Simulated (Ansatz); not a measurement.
## What SnO (model cell, started as CsCl type) distorts into

Which phase does SnO (model cell, started as CsCl type) fall into along its unstable mode, and how much energy does it gain?

Main program and level: Ansatz 0.2.0; DFT PBEsol, scalar-relativistic, plane waves, PAW.

The structure was built from a prototype and need not be the compound's stable phase.

**1. Starting point**

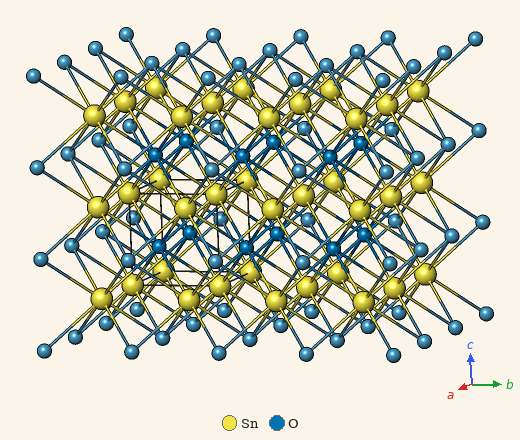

The cell as given, slightly off an axis (tin yellow, oxygen blue). 2×3×2 cells are drawn. Some periodic images of atoms are drawn too.

**2. Phonons on a q mesh**

The cell comes from relaxations at this level that are not shown. Stability and thermal properties need the whole zone. Linear response on a 4×4×4 q mesh gives force constants as far as a supercell of that size would.

Input file input.yaml:

```yaml
crystal:
  lattice:
    - [3.0805550157, 0.0, 0.0]
    - [0.0, 3.0805550157, 0.0]
    - [0.0, 0.0, 3.0805550157]
  atoms:
    - { symbol: Sn, position: [0.0, 0.0, 0.0] }
    - { symbol: O, position: [0.5, 0.5, 0.5] }
kpoints:
  mp_grid: { grid: [12, 12, 12] }
hamiltonian:
  xc: pbesol
scf:
  occupations: { method: methfessel_paxton, width: 0.15 }
output:
  eigenvalues: true
phonons:
  method: dfpt
  qmesh: [4, 4, 4]
  temperatures: { t_max: 1000, t_step: 50 }
  qpath:
    path:
      - [[0.0, 0.0, 0.0], [0.0, 0.5, 0.0], [0.5, 0.5, 0.0], [0.0, 0.0, 0.0], [0.5, 0.5, 0.5], [0.0, 0.5, 0.0]]
      - [[0.5, 0.5, 0.5], [0.5, 0.5, 0.0]]
    npoints: 10
```

On the command line:

```sh
$ ansatz run input.yaml --threads 4 --pin off --max-ram 7168MiB --backend cpu --events-out ev --progress --plain --runs-dir out
```

Numbers of over 12 decimals in the logs are rounded to 6 here.

Output:

```text
Engine: ansatz 0.2.0, aarch64-unknown-linux-gnu
Pseudopotentials: kind: paw
Pseudopotential: Sn, paw, valence charge 14, recommended cutoff 420 eV (normal), Sn.paw.azcp
Pseudopotential: O, paw, valence charge 6, recommended cutoff 420 eV (normal), O.paw.azcp
Functional definition: PBEsol
  exchange = pbesol_x
  correlation = pbesol_c
Crystal: 2 atoms, lattice volume = 29.234 Å³
Basis set: ecut = 420 eV, 587 PW (Γ), exchange–correlation on 48×48×48 points (8 copies of the dense FFT grid, shifted against one another)
Bands: 14, of which v1, the nominal top of the filled ones, is band 10 counted from 1 (9 counted from 0)
Symmetry: 48 space group operations
k-points: 84 of 1728
Non-local potential: Sn, projectors of the file, l = 0: 2, l = 1: 2, l = 2: 2, l = 3: 2
Non-local potential: O, projectors of the file, l = 0: 2, l = 1: 2, l = 2: 1
PAW form: soft (Blöchl's): semilocal exchange-correlation on the pseudo side does not see the compensation charge
PAW frozen core: Sn, regenerated for the run's functional, and the local potential with it (the file was generated under x = pbe(κ = 0.804, μ = 0.219515), c = pbe(β = 0.066725))
PAW frozen core: O, regenerated for the run's functional, and the local potential with it (the file was generated under x = pbe(κ = 0.804, μ = 0.219515), c = pbe(β = 0.066725))
PAW one-centre angular grid: Sn, 590 points (default); XC on 64 Gauss nodes
PAW one-centre angular grid: O, 110 points (default); XC on 64 Gauss nodes
Initial density: superposition of atomic densities (neutral atoms: chi_scale 0, normalization atom), corrected by the library's trained network
Initial wavefunctions: pseudopotential atomic-orbital guess
Functional: x = pbesol(κ = 0.804, μ = 0.123457), c = pbesol(β = 0.046)
SCF iter   1: F=—  HF=-6509.226150 eV  |F-HF|=—  |Δ(HF+E_count)|=         —  Δρ=1.13e-2  dr2=3.01e-2  ethr=1.77e-3  ⟨swp⟩=5.1  Hψ=5942  notcnv=0
preconditioner: auto → none  [insulator: Δε(μ)=0.265 eV  Ē_g=20.016 eV  σ=0.150 eV  W_gap=0.65  n_scr=6 (ndim 8)  ℏωp=30.7 eV  f_vac=0.000  D(μ)=0.16/eV (n_scr^D=0)  ε∞_Penn≈3.4]
SCF iter   2: F=—  HF=-6509.218242 eV  |F-HF|=—  |Δ(HF+E_count)|=   7.91e-3  S|Δr|=    0.00e0  Δρ=3.69e-3  dr2=4.11e-3  ethr=1.50e-4  ⟨swp⟩=1.6  Hψ=2008  notcnv=0
SCF iter   3: F=—  HF=-6509.217512 eV  |F-HF|=—  |Δ(HF+E_count)|=   7.30e-4  S|Δr|=    0.00e0  Δρ=5.21e-4  dr2=8.05e-5  ethr=2.06e-5  ⟨swp⟩=2.0  Hψ=1329  notcnv=0
SCF iter   4: F=—  HF=-6509.217506 eV  |F-HF|=—  |Δ(HF+E_count)|=   5.81e-6  S|Δr|=    0.00e0  Δρ=1.10e-4  dr2=2.49e-6  ethr=4.02e-7  ⟨swp⟩=1.7  Hψ=1301  notcnv=0
SCF iter   5: F=—  HF=-6509.217506 eV  |F-HF|=—  |Δ(HF+E_count)|=   2.40e-7  S|Δr|=    0.00e0  Δρ=1.05e-5  dr2=1.04e-8  ethr=1.24e-8  ⟨swp⟩=2.3  Hψ=1503  notcnv=0
SCF iter   6: F=—  HF=-6509.217506 eV  |F-HF|=—  |Δ(HF+E_count)|=   2.06e-8  S|Δr|=    0.00e0  Δρ=5.07e-7  dr2=4.83e-11  ethr=5.19e-11  ⟨swp⟩=2.0  Hψ=2006  notcnv=0
SCF iter   7: F=-6509.217506 eV  HF=-6509.217506 eV  |F-HF|=0.00e0  |Δ(HF+E_count)|=  2.64e-11  S|Δr|=    0.00e0  Δρ=1.19e-7  dr2=2.80e-12  ethr=1.00e-12  ⟨swp⟩=5.2  Hψ=4876  notcnv=0
SCF 1 converged in 7 iterations: F = -6509.217506 eV  dr2 = 2.80e-12
  greatest PAW one-centre occupation: 0.993 electrons in one spin orbital (limit 2), on the Sn atom at site 0 (counted from 0), in its partial waves of l = 2
Initial density: read from a saved state, or passed on in memory by an earlier SCF of this step, an earlier step, the calling program or the single point that the run made first
iter 1 solved again at ethr=7.25e-8 eV; its pass at ethr=3.10e-3 eV (dr2=1.45e-5 eV) is discarded
SCF iter   1: F=—  HF=-6509.217508 eV  |F-HF|=—  |Δ(HF+E_count)|=         —  Δρ=8.01e-7  dr2=1.56e-10  ethr=7.25e-8  ⟨swp⟩=3.0  Hψ=8851  notcnv=0
eigensolver tolerance schedule: the retry pair's looser diagonalisation over-reported the residual by 92925.45 of it (diagonalisation noise at an unbounded share of the residual, at the tolerance the schedule requests for it); recorded, not acted on — ethr = c·dr2/N_el stays at c = 1.0e-1
preconditioner: auto → none  [metal: Δε(μ)=0.082 eV  Ē_g=20.083 eV  σ=0.150 eV  W_gap=0.42  n_scr=6 (ndim 8)  ℏωp=30.7 eV  f_vac=0.000  D(μ)=0.16/eV (n_scr^D=0)]
SCF iter   2: F=—  HF=-6509.217506 eV  |F-HF|=—  |Δ(HF+E_count)|=   2.26e-6  S|Δr|=    0.00e0  Δρ=4.76e-7  dr2=5.27e-11  ethr=1.00e-12  ⟨swp⟩=3.0  Hψ=2452  notcnv=0
SCF iter   3: F=—  HF=-6509.217506 eV  |F-HF|=—  |Δ(HF+E_count)|=  7.28e-12  S|Δr|=    0.00e0  Δρ=2.62e-7  dr2=1.63e-11  ethr=1.00e-12  ⟨swp⟩=1.0  Hψ=1176  notcnv=0
SCF iter   4: F=-6509.217506 eV  HF=-6509.217506 eV  |F-HF|=7.28e-12  |Δ(HF+E_count)|=  5.46e-12  S|Δr|=    0.00e0  Δρ=1.76e-7  dr2=7.47e-12  ethr=1.00e-12  ⟨swp⟩=2.9  Hψ=3372  notcnv=0
SCF 2 converged in 4 iterations: F = -6509.217506 eV  dr2 = 7.47e-12
phonons: the bands overlap, so this run is a metal and interpolates without the dipole-dipole term. If the crystal is really an insulator or semiconductor, its LO-TO splitting is missing
NSCF: frozen V_eff on 84 k-points
NSCF: frozen V_eff on 196 k-points
DFPT response loops at q = (0, 0, 0) (fractional): preconditioner auto → Kerker (q_TF=auto, 2.561 Å⁻¹) (partly filled bands, converged f_vac=0.000); β = 1.00, the filter's whole step (`scf.mixing.beta` (0.50) is not read by the response loops under this deck's `scf.mixing.preconditioner`; to damp them name `kerker` or `kerker_dos`, under which they read `scf.mixing.beta`, and type it under 1.00, their step now; both keys bind the ground state too); Broyden in place of MSR1
NSCF: frozen V_eff on 1176 k-points
DFPT response loops at q = (0, 0, 0.25) (fractional): mixed as the last ones told, above
NSCF: frozen V_eff on 686 k-points
DFPT response loops at q = (0, 0, -0.5) (fractional): mixed as the last ones told, above
NSCF: frozen V_eff on 2016 k-points
DFPT response loops at q = (0, 0.25, 0.25) (fractional): mixed as the last ones told, above
NSCF: frozen V_eff on 1176 k-points
DFPT response loops at q = (0, 0.25, -0.5) (fractional): mixed as the last ones told, above
NSCF: frozen V_eff on 686 k-points
DFPT response loops at q = (0, -0.5, -0.5) (fractional): mixed as the last ones told, above
NSCF: frozen V_eff on 1872 k-points
DFPT response loops at q = (0.25, 0.25, 0.25) (fractional): mixed as the last ones told, above
NSCF: frozen V_eff on 2016 k-points
DFPT response loops at q = (0.25, 0.25, -0.5) (fractional): mixed as the last ones told, above
NSCF: frozen V_eff on 1176 k-points
DFPT response loops at q = (0.25, -0.5, -0.5) (fractional): mixed as the last ones told, above
NSCF: frozen V_eff on 392 k-points
DFPT response loops at q = (-0.5, -0.5, -0.5) (fractional): mixed as the last ones told, above
SCF converged after 7 iterations
Stability not checked: this state was not tested for a lower state beside it, because cold or Methfessel-Paxton smearing, or corrected tetrahedra, fill the levels in a way that the test cannot read (fill_not_monotonic; see scf.lower_state_search)
Free energy (F): -6509.217506 eV
Harris-Foulkes:  -6509.217506 eV  (|F-HF|=0.00e0)
Internal energy: -6509.217356 eV  (E = F + TS)
E sigma→0 (E₀):  -6509.217468 eV
Entropy (-TS):   -0.000149 eV (-0.075 meV/atom)
Fermi energy:    12.041925 eV
--- Per-component energies (eV) ---
  E_band       = -40.470142
  E_kinetic    = 358.626053
  E_local      = -890.229815  (includes V_loc(G=0)·N_el)
  E_nonlocal   = 17.175187
  E_hartree    = 524.160831
  E_xc         = -453.568530
  E_vxc        = -191.863827  (∫ρ·V_xc dr)
  E_paw        = -4212.367725  (= ΣΔE_a)
  E_vpaw       = -382.501788  (= ΣTr[D̂ρ^β])
  E_aug_tail   = 0.002315  (compensation charges beyond the density's cutoff)
  E_ewald      = -1853.335800
  E_core_change = 0.320128  (= ΣΔE_core)
  E_smearing   = -0.000149  (= −TS)
  E_closure    = -0.000000  (closes the sum)
  Σ components = -6509.217506   (vs F -6509.217506, Δ=0.00e0)
--- Band table (eV; the first three rows and the last of 84) ---
  k-point 0: bands = [... 6 lower, 4.4632, 9.2804, 9.2804, 9.2804, 19.9630, 19.9630, 20.2366, 20.2366]
  k-point 1: bands = [... 6 lower, 4.3587, 9.3107, 9.3291, 9.3291, 18.5207, 20.0460, 20.1909, 20.1909]
  k-point 2: bands = [... 6 lower, 4.0677, 9.4197, 9.4644, 9.4644, 16.9667, 20.0508, 20.0508, 20.2959]
  k-point 83: bands = [... 6 lower, 8.4427, 8.4427, 8.4427, 10.8772, 11.8214, 11.8214, 11.8214, 24.4953]
--- Phonons (Γ-DFPT): 2 representative perturbations + reference (Σ response iterations 7) ---
  ASR residual: 1.046e-4 → 0.000e0 eV/Å²; symmetrization residual: 3.010e-6 eV/Å²
  ASR residual per site (eV/Å²): 1.05e-4 7.05e-5
  Γ frequencies (cm⁻¹): -268.74 -268.74 -268.74 0.00 0.00 0.00
--- Phonons (arbitrary-q DFPT): 10 irreducible q on the 4×4×4 mesh ---
  q = [0.0000, 0.0000, 0.0000] (star 1, of the zone-centre solve; hermiticity 1.61e-6, symmetrization 5.22e-12): -268.74 -268.74 -268.74 -0.00 0.00 0.00
  q = [0.0000, 0.0000, 0.2500] (star 6, 4 solved perturbations in 1848 linear systems a pass and spin channel, the states on 588 of 1728 k-point pairs; hermiticity 3.61e-7, symmetrization 7.39e-13): -187.53 -187.53 -25.58 -25.58 130.41 268.00
  q = [0.0000, 0.0000, -0.5000] (star 3, 4 solved perturbations in 1078 linear systems a pass and spin channel, the states on 343 of 1728 k-point pairs; hermiticity 1.11e-14, symmetrization 2.55e-12): -96.45 -96.45 44.28 44.28 187.81 322.92
  q = [0.0000, 0.2500, 0.2500] (star 12, 4 solved perturbations in 3108 linear systems a pass and spin channel, the states on 1008 of 1728 k-point pairs; hermiticity 7.98e-7, symmetrization 3.70e-14): -264.84 -166.41 -57.28 105.38 118.78 255.00
  q = [0.0000, 0.2500, -0.5000] (star 12, 6 solved perturbations on 588 of 1728 k-point pairs; hermiticity 1.24e-7, symmetrization 2.19e-14): -153.44 -108.62 -104.74 -83.03 168.23 173.97
  q = [0.0000, -0.5000, -0.5000] (star 3, 4 solved perturbations in 1078 linear systems a pass and spin channel, the states on 343 of 1728 k-point pairs; hermiticity 2.45e-7, symmetrization 1.33e-13): -282.82 -282.82 -166.66 -121.00 146.77 146.77
  q = [0.2500, 0.2500, 0.2500] (star 8, 2 solved perturbations on 936 of 1728 k-point pairs; hermiticity 3.25e-7, symmetrization 4.72e-12): -122.85 -122.85 -95.53 111.46 111.46 158.01
  q = [0.2500, 0.2500, -0.5000] (star 12, 4 solved perturbations in 3108 linear systems a pass and spin channel, the states on 1008 of 1728 k-point pairs; hermiticity 4.90e-7, symmetrization 1.50e-12): -221.69 -145.98 44.16 143.47 157.14 203.72
  q = [0.2500, -0.5000, -0.5000] (star 6, 4 solved perturbations in 1848 linear systems a pass and spin channel, the states on 588 of 1728 k-point pairs; hermiticity 2.65e-7, symmetrization 5.24e-13): 28.82 55.53 55.53 162.26 164.28 164.28
  q = [-0.5000, -0.5000, -0.5000] (star 1, 2 solved perturbations on 196 of 1728 k-point pairs; hermiticity 7.05e-14, symmetrization 1.41e-11): 121.49 121.49 121.49 255.08 255.08 255.08
  sum rule: each row above includes the acoustic sum rule's correction from the zone centre's row sums; it moved no ω² by more than (1.09 cm⁻¹)²
  mesh force constants: q→R imaginary residual 3.40e-18; ASR residual 1.046e-4 → 0.000e0 eV/Å²; symmetrization residual 3.109e-15 eV/Å²
  interpolated dispersion: 62 rows × 6 modes
  density of states and harmonic sums: on the 20×20×20 q-mesh, interpolated from the force constants of a 4×4×4 supercell (no non-analytic term)
  largest difference from the sums on the solved wave vectors: F 1.81e-3 eV, S 3.20e-6 and C_V 1.78e-6 eV/K
  zero-point energy: 0.028993 eV/cell   skipped modes (ω ≤ 0): 791, of them read as no rigid motion or as one in doubt: 788 (2.793e0 modes/cell left out, lowest -282.82 cm⁻¹)   left out of the sums: 4.66e-1 of the cell's modes: C_V's classical limit lies that fraction below 3 k_B per atom; for a crystal, a wire or a layer, F and S can be off by more, and a phonons.interpolated_qmesh denser along its periods is the remedy for the sampling
```

Elapsed: 2.5 min, on 4 threads of Arm Neoverse V2, shared host; peak memory 1.3 GiB.

Reading the cycles: dr2 is the Hartree energy of the density residual (eV), the measure of convergence; HF is the Harris–Foulkes estimate of the energy, which meets the free energy F at convergence.

This step gave:

```
volume per atom                                         : 14.62 Å³
gap on the k-mesh                                       : 0 eV
sum-rule residual before enforcement                    : 1.05e-4 eV/Å²
lowest frequency on the path                            : -282.8 cm⁻¹
point group                                             : m-3m
highest frequency on the path or at a solved wavevector : 329.7 cm⁻¹
highest optical mode at the zone centre (no LO-TO term) : -268.7 cm⁻¹
lowest optical zone-centre mode                         : -268.7 cm⁻¹
lowest mode on the q mesh (acoustic modes at Γ apart)   : -282.8 cm⁻¹
```

Frequencies (cm⁻¹) solved at each irreducible wavevector; negative means imaginary. Frequencies by wavevector, by row:

```
q in reciprocal lattice units  star  mode 1  mode 2  mode 3  mode 4  mode 5  mode 6
                        0 0 0     1  -268.7  -268.7  -268.7       0       0       0
                     0 0 0.25     6  -187.5  -187.5   -25.6   -25.6   130.4     268
                     0 0 -0.5     3   -96.5   -96.5    44.3    44.3   187.8   322.9
                  0 0.25 0.25    12  -264.8  -166.4   -57.3   105.4   118.8     255
                  0 0.25 -0.5    12  -153.4  -108.6  -104.7     -83   168.2     174
                  0 -0.5 -0.5     3  -282.8  -282.8  -166.7    -121   146.8   146.8
               0.25 0.25 0.25     8  -122.8  -122.8   -95.5   111.5   111.5     158
               0.25 0.25 -0.5    12  -221.7    -146    44.2   143.5   157.1   203.7
               0.25 -0.5 -0.5     6    28.8    55.5    55.5   162.3   164.3   164.3
               -0.5 -0.5 -0.5     1   121.5   121.5   121.5   255.1   255.1   255.1
```

Interpolated from a 4×4×4 q mesh. Phonon branches along the path, in cm⁻¹:

```csv
point,branch 1,branch 2,branch 3,branch 4,branch 5,branch 6
Γ,-269,-269,-269,0,0,0
X,-96,-96,44,44,188,323
M,-283,-283,-167,-121,147,147
Γ,-269,-269,-269,0,0,0
R,122,122,122,255,255,255
X,-96,-96,44,44,188,323
jump to R,122,122,122,255,255,255
M,-283,-283,-167,-121,147,147
```

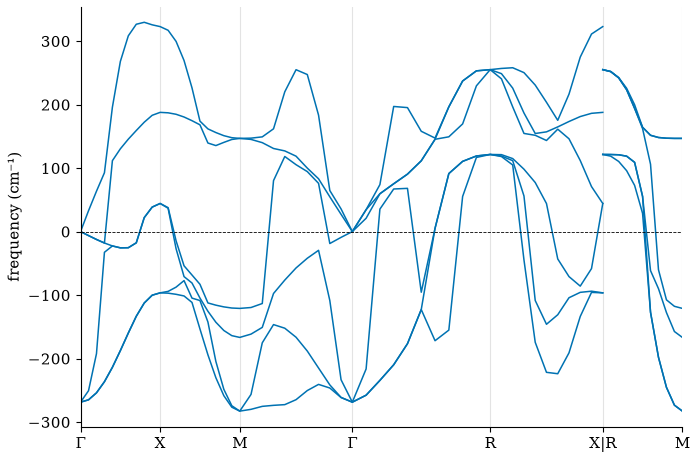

Phonon branches along the path.

Symmetry leaves 10 wavevectors to solve. The lowest mode among them, the acoustic zeros apart, lies at q = (0, -0.5, -0.5) and is imaginary, 282.8i cm⁻¹, so the energy falls along it.

**3. The mode frozen in, largest atomic shift 0 Å**

The mode followed lies at q = (0, -0.5, -0.5) with frequency 282.8i cm⁻¹ and is 2-fold degenerate, the softest among the wavevectors solved. At small amplitude the distorted cell has space group no. 10 by a symmetry search on the positions. The undistorted cell that holds it gives the zero of energy on the same k mesh.

System of this step: SnO (model cell, started as CsCl type). It takes space group Pm-3m (No. 221, cubic). The conventional cell has a = 3.081 Å, b = 3.081 Å, c = 3.081 Å, α = 90.00°, β = 90.00°, γ = 90.00°. Nearest to Sn lie 8 O at 2.67 Å. O has 8 Sn at 2.67 Å nearest. Farther neighbours and most contacts between anions are not listed.

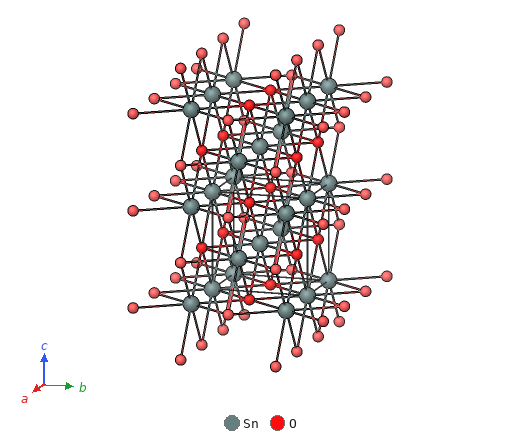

The cell of this step (tin teal, oxygen red). 2×1×2 cells are drawn. Some periodic images of atoms are drawn too.

Input file input.yaml:

```yaml
crystal:
  lattice:
    - [-3.0805550157, 0.0, 0.0]
    - [0.0, -3.0805550157, -3.0805550157]
    - [0.0, -3.0805550157, 3.0805550157]
  atoms:
    - { symbol: Sn, position: [0.0, 0.0, 0.0] }
    - { symbol: Sn, position: [0.0, 0.5, 0.5] }
    - { symbol: O, position: [0.5, 0.0, 0.5] }
    - { symbol: O, position: [0.5, 0.5, 0.0] }
kpoints:
  mp_grid: { grid: [12, 8, 8] }
hamiltonian:
  xc: pbesol
scf:
  occupations: { method: methfessel_paxton, width: 0.15 }
output:
  forces: true
  stress: true
  eigenvalues: true
```

Output:

```text
[...]
Crystal: 4 atoms, lattice volume = 58.468 Å³
Basis set: ecut = 420 eV, 1139 PW (Γ), exchange–correlation on 48×60×60 points (8 copies of the dense FFT grid, shifted against one another)
Bands: 24, of which v1, the nominal top of the filled ones, is band 20 counted from 1 (19 counted from 0)
Symmetry: 32 space group operations
[...]
k-points: 105 of 768
[...]
--- Band table (eV; the first three rows and the last of 105) ---
  k-point 0: bands = [... 16 lower, 9.2808, 9.2808, 9.2808, 10.2106, 15.4975, 15.4975, 19.9631, 19.9635]
  k-point 1: bands = [... 16 lower, 9.1465, 9.3351, 9.4959, 10.1992, 15.1952, 15.5550, 18.7861, 19.1293]
  k-point 2: bands = [... 16 lower, 9.4841, 9.7053, 10.0492, 10.1547, 14.5428, 15.7285, 17.7716, 17.8161]
  k-point 104: bands = [... 16 lower, 7.1788, 7.1788, 10.2106, 10.2106, 15.4963, 15.4963, 15.4974, 15.4974]
[key lines of the parts left out:]
SCF converged after 6 iterations
Free energy (F): -13018.434821 eV
Fermi energy:    12.031504 eV
P = ⅓ Tr σ = 0.0187 GPa (0.187 kbar)
```

Run time: 1.6 s. Hardware: 4 threads; peak memory 0.41 GiB; 5.9 s of CPU time.

Numbers from this step:

* pressure: 0.01870 GPa
* energy from the undistorted cell: 0 meV/atom

The run ends at a pressure of 0.02 GPa.

**4. The mode frozen in, largest atomic shift 0.32 Å**

The atoms are moved along the unstable eigenvector, the largest shift by 0.32 Å, with the cell fixed.

input.yaml, the sections that differ from step 3:

```yaml
crystal:
  lattice:
    - [-3.0805550157, 0.0, 0.0]
    - [0.0, -3.0805550157, -3.0805550157]
    - [0.0, -3.0805550157, 3.0805550157]
  atoms:
    - { symbol: Sn, position: [0.0, 0.0025256743, -0.0047580506] }
    - { symbol: Sn, position: [0.0, 0.4974743257, 0.5047580506] }
    - { symbol: O, position: [0.5, 0.0344388819, 0.5648784941] }
    - { symbol: O, position: [0.5, 0.4655611181, -0.0648784941] }
# kpoints, hamiltonian, scf, output: as in step 3
```

Output:

```text
[...]
Crystal: 4 atoms, lattice volume = 58.468 Å³
Basis set: ecut = 420 eV, 1139 PW (Γ), exchange–correlation on 48×60×60 points (8 copies of the dense FFT grid, shifted against one another)
Bands: 24, of which v1, the nominal top of the filled ones, is band 20 counted from 1 (19 counted from 0)
Symmetry: 4 space group operations
[...]
k-points: 238 of 768
[...]
--- Band table (eV; the first three rows and the last of 238) ---
  k-point 0: bands = [... 16 lower, 8.8950, 9.8012, 10.0511, 10.0555, 14.8164, 15.1459, 19.6846, 20.0631]
  k-point 1: bands = [... 16 lower, 8.9386, 9.6808, 10.0515, 10.3057, 14.7218, 15.0724, 18.8935, 19.3518]
  k-point 2: bands = [... 16 lower, 9.0513, 9.4787, 10.0354, 10.9556, 14.3090, 15.1456, 17.9637, 18.1333]
  k-point 237: bands = [... 16 lower, 7.3041, 7.9242, 10.0359, 10.5655, 14.7309, 15.1608, 15.6469, 16.0057]
[key lines of the parts left out:]
SCF converged after 7 iterations
Free energy (F): -13018.609304 eV
Fermi energy:    11.800460 eV
P = ⅓ Tr σ = 1.8274 GPa (18.274 kbar)
```

Elapsed: 3.6 s, on 4 threads; peak memory 0.53 GiB.

This step gave:

* pressure: 1.827 GPa
* energy from the undistorted cell: -43.73 meV/atom

The energy, extrapolated to zero smearing, is -43.73 meV/atom against the undistorted cell.

The run ends at a pressure of 1.83 GPa, with forces up to 0.55 eV/Å.

(Part 1 of 3 ends here.)

[Logs are printed without paths, hosts, clocks, repeated set-up lines and the standing remarks that a program may print on its own settings, such as how far it seeks lower states.]

[Hosts, paths, dates, database ids (printed as entryN), source tags and the programs' standing remarks are cut or masked in the printed files.]
